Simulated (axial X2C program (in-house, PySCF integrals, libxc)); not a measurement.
# AsF: bond curves with and without spin–orbit coupling

Aim: find the lowest determinant of AsF, scan the bond at several levels and fit the constants, once spin-free and once with spin–orbit coupling.

Program: an in-house X2C program for linear molecules on PySCF integrals. Level of theory: all-electron X2C, As dyall-cv3z, F dyall-av3z. These are calculated values, not measurements.

## Step 1: Set-up

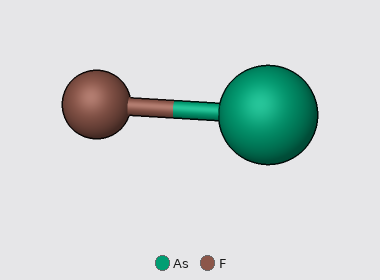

The two atoms at 1.850 Å (arsenic teal, fluorine brown).

task.json

```json
{"zs": [33, 9], "q": 0, "bas": ["dyall-cv3z", "dyall-av3z"], "levels": ["PBE0", "HF", "BHandHLYP"], "cc": true, "r0": 1.85, "thr": -2.0, "nmax": 90, "npts": 10, "nst": 2, "ntry": 6}
```

Keys: zs atomic numbers; q charge; bas basis sets; levels methods (HF also brings MP2); cc coupled cluster on or off; r0 starting distance in Å; thr threshold in hartree for freezing inner shells (an s shell follows its p shell); nmax most natural virtual spinors; npts points asked for on the curve; nst determinants followed; ntry starts of the search.

Started as:

```bash
python so2c.py task.json out
```

Spin-free means the one-electron spin-free X2C Hamiltonian; two-component (2c) means X2C with spin–orbit coupling and atomic mean-field two-electron Coulomb and Gaunt terms. Basis: As dyall-cv3z contracted to [9s9p6d4f1g], F dyall-av3z contracted to [7s6p3d2f]; Gaussian nuclei, density fitting. Masses: As 74.922 u, F 18.998 u.

Notation: σ, π±, δ± give the projection m of an orbital's angular momentum (0, ±1, ±2), α and β its spin, Λ and M_S the sums; ω is the projection of a spinor's total angular momentum and Ω the sum. Logs are in hartree.

The results follow Hamiltonian by Hamiltonian and level by level.

## Step 2: State search with PBE0

PBE0 moves the distance from 1.850 Å to 1.747 Å and compares determinants there.

Spin-free determinants:

```
ΔE (eV)           state                     open shells
   0.00  M_S = 1, Λ = 0  beyond closed shells: π+α, π-α
   0.96  M_S = 0, Λ = 2  beyond closed shells: π+α, π+β
   0.96  M_S = 0, Λ = 0  beyond closed shells: π+β, π-α
   3.48  M_S = 1, Λ = 1   beyond closed shells: σα, π+α
   3.84  M_S = 0, Λ = 1   beyond closed shells: σα, π+β
```

Two-component determinants:

| ΔE (eV) | state | open shells |
| --- | --- | --- |
| 0.00 | Ω = 1 | excess of +ω over −ω: ω = -1/2, ω = 3/2 |
| 0.79 | Ω = 0 | closed shell |
| 0.96 | Ω = 2 | excess of +ω over −ω: ω = 1/2, ω = 3/2 |
| 1.14 | Ω = 0 | closed shell |
| 3.75 | Ω = 1 | excess of +ω over −ω: 2 × ω = 1/2 |

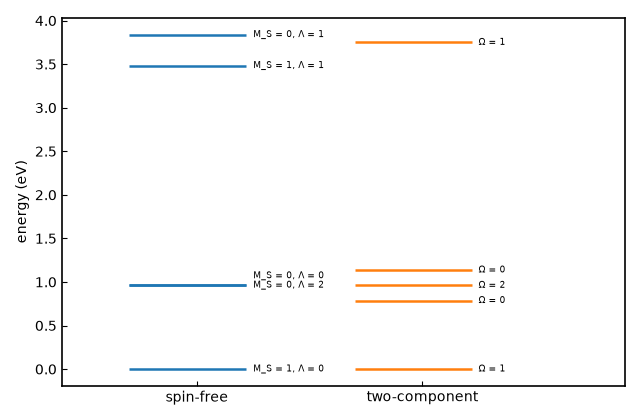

The determinants found, each set from its own lowest.

## Step 3: PBE0, spin-free

State followed: M_S = 1, Λ = 0 (beyond closed shells: π+α, π-α). The scan is laid around 1.747 Å, a first estimate of the minimum, and this SCF restarts from the orbitals of the search.

The SCF at the reference distance of 1.747 Å:

```text
spin-free X2C-1e  PBE0
basis functions 157  fitting functions 863  grid points 5076
iter        total energy     max residual
   1      -2360.439228091     6.31e-06
   2      -2360.439228092     4.50e-06
converged
one-electron -3464.91453938  Coulomb 1109.03371570  exact exchange -23.18147412  xc functional -71.34008521  nuclear repulsion 89.96315492
```

Along the bond, energies from the lowest point:

```tsv
R (Å)	E (eV)	μ (D)	HOMO (eV)	LUMO (eV)	iterations
1.520	0.9852	-0.34	-6.23	-2.21	11
1.590	0.3997	-0.78	-6.43	-2.39	10
1.642	0.1541	-1.10	-6.57	-2.52	10
1.695	0.0307	-1.42	-6.72	-2.64	10
1.747	0.0000	-1.74	-6.85	-2.77	2
1.808	0.0514	-2.10	-7.01	-2.90	11
1.869	0.1713	-2.46	-7.16	-3.03	11
1.948	0.3936	-2.89	-7.34	-3.19	12
2.044	0.7289	-3.40	-7.54	-3.37	13
2.184	1.2713	-4.08	-7.82	-3.61	14
```

Dipoles are positive if F is the positive end.

Outer orbitals at the reference distance:

```
symmetry  occupied  ε (eV)             atomic character
      σα       yes  -33.01    84% F s, 6% As p, 5% As d
      σβ       yes  -32.71    84% F s, 6% As p, 5% As d
      σα       yes  -17.85    57% As s, 33% F p, 6% F s
      σβ       yes  -16.32    48% F p, 44% As s, 5% F s
     π-α       yes  -12.51    89% F p, 8% As p, 2% As d
     π+α       yes  -12.51    89% F p, 8% As p, 2% As d
      σα       yes  -12.33  56% F p, 21% As p, 18% As s
     π+β       yes  -11.93    91% F p, 5% As p, 2% As d
     π-β       yes  -11.93    91% F p, 5% As p, 2% As d
      σβ       yes  -11.50  42% F p, 31% As s, 22% As p
     π-α       yes   -6.85    84% As p, 10% F p, 3% F d
     π+α       yes   -6.85    84% As p, 10% F p, 3% F d
     π+β        no   -2.77     86% As p, 8% F p, 3% F d
     π-β        no   -2.77     86% As p, 8% F p, 3% F d
      σα        no   -1.29  63% As p, 15% As d, 10% F p
      σβ        no   -0.58  63% As p, 14% As d, 10% F p
```

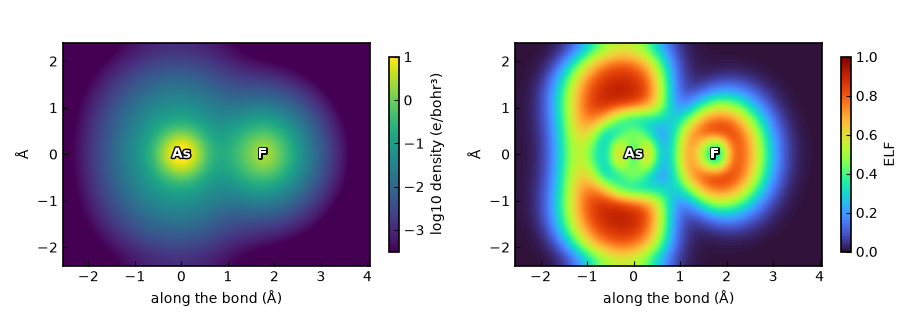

PBE0 fields in a plane through the axis, from a grid of 0.3 Å; As lies at z = 0 and F at z = 1.747 Å; the ELF is damped to zero where the density is low.

Re = 1.741 Å, ωe = 685 cm⁻¹, ωexe = 3.04 cm⁻¹, Be = 0.3668 cm⁻¹, De = 4.19 eV, μ = -1.71 D.

## Step 4: HF, spin-free

Output at 1.747 Å:

```text
spin-free X2C-1e  HF
basis functions 157  fitting functions 863  grid points 5076
iter        total energy     max residual
   1      -2358.643565244     2.84e-01
   2      -2358.670610946     7.31e-03
   3      -2358.671780879     4.97e-03
   4      -2358.672056906     2.07e-03
   5      -2358.672156175     1.15e-03
   6      -2358.672194067     5.72e-04
   7      -2358.672201398     2.56e-04
   8      -2358.672203603     1.07e-04
   9      -2358.672204041     6.23e-05
  10      -2358.672204208     2.13e-05
  11      -2358.672204228     5.31e-06
  12      -2358.672204229     9.66e-07
converged
one-electron -3465.05542501  Coulomb 1109.30214940  exact exchange -92.88208353  xc functional 0.00000000  nuclear repulsion 89.96315492
```

Re = 1.715 Å, ωe = 729 cm⁻¹, ωexe = 3.16 cm⁻¹, Be = 0.3781 cm⁻¹, De = 2.23 eV, μ = -1.86 D.

## Step 5: BHandHLYP, spin-free

Output at 1.747 Å:

```text
spin-free X2C-1e  BHandHLYP
basis functions 157  fitting functions 863  grid points 5076
iter        total energy     max residual
   1      -2360.733783927     9.72e-02
   2      -2360.735713428     6.68e-03
   3      -2360.735434121     9.21e-03
   4      -2360.736202302     7.68e-04
   5      -2360.736208615     2.03e-04
   6      -2360.736209632     9.88e-05
   7      -2360.736209854     4.75e-05
   8      -2360.736209908     1.49e-05
   9      -2360.736209914     2.52e-06
  10      -2360.736209914     9.16e-07
converged
one-electron -3465.17624865  Coulomb 1109.34328156  exact exchange -46.39331972  xc functional -48.47307802  nuclear repulsion 89.96315492
```

Re = 1.731 Å, ωe = 703 cm⁻¹, ωexe = 3.08 cm⁻¹, Be = 0.3714 cm⁻¹, De = 3.88 eV, μ = -1.86 D.

## Step 6: Correlated methods, spin-free

Correlated methods: 12 electrons correlated (frozen shells, counted by type: As 3 s, 2 p, 1 d; F 1 s), 230 virtual spinors in MP2, 89 natural virtuals in coupled cluster.

Output of the correlated part at 1.747 Å:

```text
correlated 12  virtual 230  natural virtual 89  E(MP2) -0.361062954  MP2 remainder -0.014996612
iter   CCSD correlation   residual
   1     -0.345198302   1.21e-01
   2     -0.354268929   5.08e-02
   3     -0.357038922   1.99e-02
   4     -0.357072327   7.26e-03
   5     -0.357193678   3.22e-03
   6     -0.357219656   1.14e-03
   7     -0.357212860   4.10e-04
   8     -0.357215519   1.24e-04
   9     -0.357214698   4.61e-05
  10     -0.357214628   1.58e-05
  11     -0.357214401   5.74e-06
  12     -0.357214365   2.29e-06
  13     -0.357214322   1.11e-06
  14     -0.357214324   4.99e-07
(T) -0.012218767  T1 0.0250  D1 0.0412  max T2 0.069
```

T1 in the output is the amplitude norm over the root of the electron number; divide by √2 for the Lee–Taylor value.

MP2: Re = 1.750 Å, ωe = 675 cm⁻¹, Be = 0.363 cm⁻¹, De = 4.30 eV.

CCSD: Re = 1.742 Å, ωe = 689 cm⁻¹, ωexe = 3.03 cm⁻¹, Be = 0.3667 cm⁻¹, De = 3.90 eV. T1 at Re = 0.018 (Lee–Taylor, the printed value over √2).

CCSD(T): Re = 1.749 Å, ωe = 675 cm⁻¹, ωexe = 3.06 cm⁻¹, Be = 0.3636 cm⁻¹, De = 4.04 eV. T1 at Re = 0.018 (Lee–Taylor, the printed value over √2).

## Step 7: A higher determinant, spin-free

State: M_S = 0, Λ = 2 (beyond closed shells: π+α, π+β).

Output at the reference distance:

```text
spin-free X2C-1e  PBE0
basis functions 157  fitting functions 863  grid points 5076
iter        total energy     max residual
   1      -2360.403862826     2.48e-06
   2      -2360.403862826     1.66e-06
converged
one-electron -3464.67230124  Coulomb 1108.77527970  exact exchange -23.16515941  xc functional -71.30483681  nuclear repulsion 89.96315492
```

```tsv
R (Å)	E above the lowest PBE0 point (eV)
1.520	1.924
1.590	1.346
1.642	1.105
1.695	0.987
1.747	0.962
1.808	1.020
1.869	1.147
1.948	1.378
2.044	1.725
```

Re = 1.737 Å, ωe = 693 cm⁻¹, ωexe = 3.01 cm⁻¹, Be = 0.3685 cm⁻¹, μ = -1.57 D. Te = 0.96 eV. As a difference of two determinants it need not be a gap between pure terms.

## Step 8: The spin-free curves together

Energy (eV) of the followed determinant, spin-free, from each level's lowest point:

```tsv
R (Å)	PBE0	HF	MP2	CCSD	CCSD(T)	BHandHLYP
1.520	0.985	0.821	1.056	n/a	n/a	0.917
1.590	0.400	0.289	0.444	0.407	0.436	0.353
1.642	0.154	0.084	0.182	0.157	0.177	0.123
1.695	0.031	0.000	0.044	0.032	0.042	0.015
1.747	0.000	0.008	0.000	0.000	0.000	0.000
1.808	0.051	0.102	0.038	0.051	0.040	0.069
1.869	0.171	0.262	0.146	0.172	0.149	0.205
1.948	0.394	0.533	0.355	0.397	0.359	0.447
2.044	0.729	0.922	0.677	n/a	n/a	0.804
2.184	1.271	1.531	1.226	n/a	n/a	1.377
```

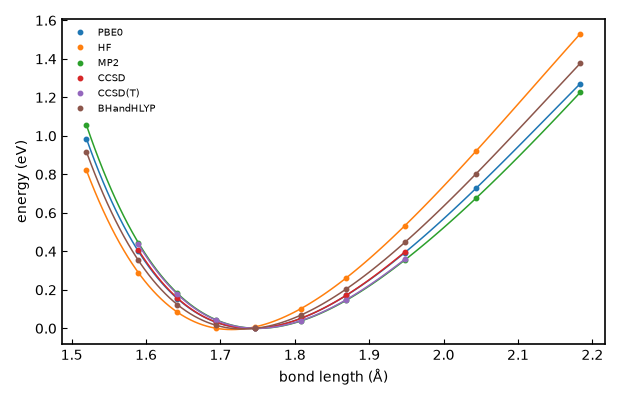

Curves of the followed state, spin-free, each from its own lowest point.

## Step 9: PBE0, 2c

State followed: Ω = 1 (excess of +ω over −ω: ω = -1/2, ω = 3/2). The scan is laid around 1.747 Å, a first estimate of the minimum, and this SCF restarts from the orbitals of the search.

Output at 1.747 Å:

```text
two-component X2C + atomic mean field  PBE0
basis functions 157  fitting functions 863  grid points 5076
iter        total energy     max residual
   1      -2359.688724690     6.08e-06
   2      -2359.688724691     3.49e-06
converged
one-electron -3462.96882273  Coulomb 1108.61458571  exact exchange -23.17265448  xc functional -71.31323158  nuclear repulsion 89.96315492  atomic mean-field constant -0.81175652
```

Along the bond, energies from the lowest point:

```tsv
R (Å)	E (eV)	μ (D)	HOMO (eV)	LUMO (eV)	iterations
1.520	0.9894	-0.33	-6.14	-2.28	11
1.590	0.4023	-0.77	-6.33	-2.46	10
1.642	0.1558	-1.10	-6.48	-2.59	10
1.695	0.0315	-1.42	-6.62	-2.72	10
1.747	0.0000	-1.74	-6.76	-2.85	2
1.808	0.0506	-2.10	-6.91	-2.98	11
1.869	0.1697	-2.45	-7.06	-3.12	11
1.948	0.3910	-2.89	-7.24	-3.28	12
2.044	0.7254	-3.40	-7.44	-3.47	13
2.184	1.2665	-4.08	-7.71	-3.74	14
```

Dipoles are positive if F is the positive end.

Outer spinors at the reference distance:

| ω | occupied | ε (eV) | atomic character | λ mixture |
| --- | --- | --- | --- | --- |
| 1/2 | yes | -33.01 | 84% F s, 6% As p, 5% As d | 100% σ |
| -1/2 | yes | -32.72 | 84% F s, 6% As p, 5% As d | 100% σ |
| 1/2 | yes | -17.85 | 57% As s, 33% F p, 6% F s | 100% σ |
| -1/2 | yes | -16.32 | 48% F p, 44% As s, 5% F s | 100% σ |
| -1/2 | yes | -12.54 | 88% F p, 8% As p, 2% As d | 100% π |
| 3/2 | yes | -12.49 | 89% F p, 8% As p, 2% As d | 100% π |
| 1/2 | yes | -12.32 | 56% F p, 21% As p, 18% As s | 100% σ |
| 1/2 | yes | -11.95 | 91% F p, 5% As p, 2% As d | 100% π |
| -3/2 | yes | -11.91 | 91% F p, 5% As p, 2% As d | 100% π |
| -1/2 | yes | -11.50 | 42% F p, 31% As s, 22% As p | 100% σ |
| -1/2 | yes | -6.94 | 84% As p, 10% F p, 3% F d | 100% π |
| 3/2 | yes | -6.76 | 84% As p, 10% F p, 3% F d | 100% π |
| 1/2 | no | -2.85 | 86% As p, 8% F p, 3% F d | 100% π |
| -3/2 | no | -2.68 | 86% As p, 8% F p, 3% F d | 100% π |
| 1/2 | no | -1.28 | 63% As p, 15% As d, 10% F p | 100% σ |
| -1/2 | no | -0.58 | 63% As p, 14% As d, 10% F p | 100% σ |

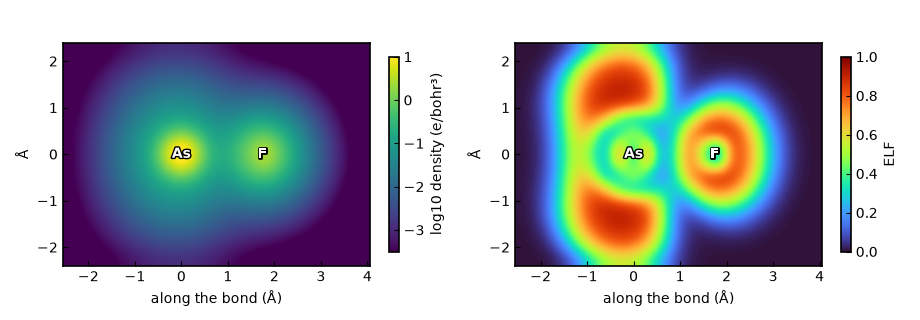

PBE0 fields in a plane through the axis, from a grid of 0.3 Å; As lies at z = 0 and F at z = 1.747 Å; the ELF is damped to zero where the density is low.

Re = 1.742 Å, ωe = 684 cm⁻¹, ωexe = 3.04 cm⁻¹, Be = 0.3666 cm⁻¹, De = 4.18 eV, μ = -1.71 D.

## Step 10: HF, 2c

The SCF at the reference distance of 1.747 Å:

```text
two-component X2C + atomic mean field  HF
basis functions 157  fitting functions 863  grid points 5076
iter        total energy     max residual
   1      -2357.893456551     2.85e-01
   2      -2357.920488526     7.31e-03
   3      -2357.921658758     5.05e-03
   4      -2357.921934660     2.07e-03
   5      -2357.922033873     1.14e-03
   6      -2357.922071668     5.71e-04
   7      -2357.922078978     2.56e-04
   8      -2357.922081181     1.06e-04
   9      -2357.922081617     6.20e-05
  10      -2357.922081784     2.12e-05
  11      -2357.922081803     5.31e-06
  12      -2357.922081804     9.63e-07
converged
one-electron -3463.10868715  Coulomb 1108.88194234  exact exchange -92.84673538  xc functional 0.00000000  nuclear repulsion 89.96315492  atomic mean-field constant -0.81175652
```

Re = 1.716 Å, ωe = 728 cm⁻¹, ωexe = 3.16 cm⁻¹, Be = 0.3779 cm⁻¹, De = 2.21 eV, μ = -1.86 D.

## Step 11: BHandHLYP, 2c

The SCF at the reference distance of 1.747 Å:

```text
two-component X2C + atomic mean field  BHandHLYP
basis functions 157  fitting functions 863  grid points 5076
iter        total energy     max residual
   1      -2359.983226753     9.74e-02
   2      -2359.985155545     6.68e-03
   3      -2359.984876210     9.24e-03
   4      -2359.985644858     7.69e-04
   5      -2359.985651168     2.02e-04
   6      -2359.985652188     9.81e-05
   7      -2359.985652410     4.71e-05
   8      -2359.985652463     1.47e-05
   9      -2359.985652469     2.71e-06
  10      -2359.985652470     1.01e-06
converged
one-electron -3463.23059597  Coulomb 1108.92421390  exact exchange -46.37567544  xc functional -48.45499336  nuclear repulsion 89.96315492  atomic mean-field constant -0.81175652
```

Re = 1.731 Å, ωe = 702 cm⁻¹, ωexe = 3.08 cm⁻¹, Be = 0.3712 cm⁻¹, De = 3.86 eV, μ = -1.86 D.

## Step 12: MP2 and beyond, 2c

Correlated methods: 12 electrons correlated (frozen shells, counted by type: As 3 s, 2 p, 1 d; F 1 s), 230 virtual spinors in MP2, 90 natural virtuals in coupled cluster.

Output of the correlated part at 1.747 Å:

```text
correlated 12  virtual 230  natural virtual 90  E(MP2) -0.361003793  MP2 remainder -0.014610455
iter   CCSD correlation   residual
   1     -0.345500984   1.21e-01
   2     -0.354569932   5.10e-02
   3     -0.357353375   1.99e-02
   4     -0.357386069   7.25e-03
   5     -0.357507079   3.22e-03
   6     -0.357533468   1.14e-03
   7     -0.357526444   4.10e-04
   8     -0.357529094   1.24e-04
   9     -0.357528303   4.68e-05
  10     -0.357528230   1.65e-05
  11     -0.357527995   6.39e-06
  12     -0.357527957   2.82e-06
  13     -0.357527910   1.49e-06
  14     -0.357527917   7.45e-07
(T) -0.012259793  T1 0.0250  D1 0.0419  max T2 0.069
```

MP2: Re = 1.751 Å, ωe = 674 cm⁻¹, Be = 0.3628 cm⁻¹, De = 4.28 eV.

CCSD: Re = 1.742 Å, ωe = 688 cm⁻¹, ωexe = 2.95 cm⁻¹, Be = 0.3664 cm⁻¹, De = 3.89 eV. T1 at Re = 0.018 (Lee–Taylor, the printed value over √2).

CCSD(T): Re = 1.750 Å, ωe = 674 cm⁻¹, ωexe = 2.96 cm⁻¹, Be = 0.3634 cm⁻¹, De = 4.02 eV. T1 at Re = 0.018 (Lee–Taylor, the printed value over √2).

## Step 13: A higher determinant, 2c

State: Ω = 0 (closed shell).

Output at the reference distance:

```text
two-component X2C + atomic mean field  PBE0
basis functions 157  fitting functions 863  grid points 5076
iter        total energy     max residual
   1      -2359.659845556     9.02e-06
   2      -2359.659845561     5.73e-06
   3      -2359.659845562     2.28e-06
converged
one-electron -3462.83616758  Coulomb 1108.46271758  exact exchange -23.15721905  xc functional -71.28057492  nuclear repulsion 89.96315492  atomic mean-field constant -0.81175652
```

```tsv
R (Å)	E above the lowest PBE0 point (eV)
1.520	1.763
1.590	1.179
1.642	0.935
1.695	0.814
1.747	0.786
1.808	0.841
1.869	0.964
1.948	1.192
2.044	1.534
```

Re = 1.739 Å, ωe = 690 cm⁻¹, ωexe = 3.02 cm⁻¹, Be = 0.3677 cm⁻¹, μ = -1.61 D. Te = 0.79 eV. As a difference of two determinants it need not be a gap between pure terms.

## Step 14: The 2c curves together

Energy (eV) of the followed determinant, 2c, from each level's lowest point:

```tsv
R (Å)	PBE0	HF	MP2	CCSD	CCSD(T)	BHandHLYP
1.520	0.989	0.824	1.060	n/a	n/a	0.921
1.590	0.402	0.291	0.446	0.410	0.440	0.355
1.642	0.156	0.085	0.183	0.159	0.179	0.125
1.695	0.032	0.000	0.044	0.032	0.042	0.016
1.747	0.000	0.007	0.000	0.000	0.000	0.000
1.808	0.051	0.100	0.037	0.051	0.039	0.068
1.869	0.170	0.260	0.144	0.171	0.148	0.203
1.948	0.391	0.530	0.353	0.394	0.357	0.444
2.044	0.725	0.918	0.674	n/a	n/a	0.800
2.184	1.266	1.524	1.223	n/a	n/a	1.371
```

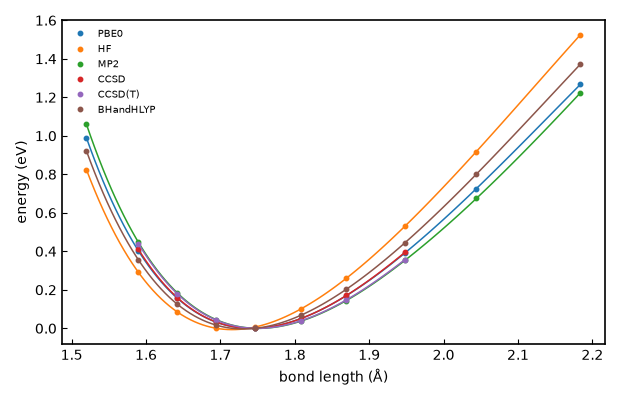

Curves of the followed state, 2c, each from its own lowest point.

The whole job took 1.7 min on 1 thread of Intel Xeon 6975P-C (Granite Rapids), shared host; peak memory 0.72 GiB.

## Step 15: What came out

Lowest determinant that the search found at its distance, spin-free: M_S = 1, Λ = 0 (beyond closed shells: π+α, π-α).

Lowest determinant that the search found at its distance, 2c: Ω = 1 (excess of +ω over −ω: ω = -1/2, ω = 3/2).

| Hamiltonian | level | Re (Å) | ωe (cm⁻¹) | De (eV) | μ (D) |
| --- | --- | --- | --- | --- | --- |
| spin-free | PBE0 | 1.741 | 685 | 4.19 | -1.71 |
| spin-free | HF | 1.715 | 729 | 2.23 | -1.86 |
| spin-free | MP2 | 1.750 | 675 | 4.30 | n/a |
| spin-free | CCSD | 1.742 | 689 | 3.90 | n/a |
| spin-free | CCSD(T) | 1.749 | 675 | 4.04 | n/a |
| spin-free | BHandHLYP | 1.731 | 703 | 3.88 | -1.86 |
| 2c | PBE0 | 1.742 | 684 | 4.18 | -1.71 |
| 2c | HF | 1.716 | 728 | 2.21 | -1.86 |
| 2c | MP2 | 1.751 | 674 | 4.28 | n/a |
| 2c | CCSD | 1.742 | 688 | 3.89 | n/a |
| 2c | CCSD(T) | 1.750 | 674 | 4.02 | n/a |
| 2c | BHandHLYP | 1.731 | 702 | 3.86 | -1.86 |

Dipoles are positive if F is the positive end.

Time per point (s) on 1 thread of Intel Xeon 6975P-C (Granite Rapids), shared host (2c runs; CCSD comes with the CCSD(T) run); the times are rough: PBE0 0.38, HF 0.24, MP2 0.38, CCSD(T) 4.6, BHandHLYP 0.38.

At CCSD(T), going from spin-free to two-component changes Re by +1 mÅ, ωe by -0.1 %, which is small (part of it comes from the scalar share of the two-electron terms). De moves by -0.02 eV; both De rest on single-determinant atoms, which can miss part of an open shell's spin–orbit lowering.

De refers to As + F, each in the lowest determinant found, which need not be this curve's own limit. The state is a single determinant with fixed occupations, the lowest that a limited PBE0 search found. Dissociation energies refer to the lowest single-determinant-based atoms at the same level and basis. Density functionals use the spin component along the axis (collinear). Coupled cluster ran in a truncated set of natural virtual spinors; the MP2 energy of the rest was added. With several unpaired electrons one determinant need not be a pure state.
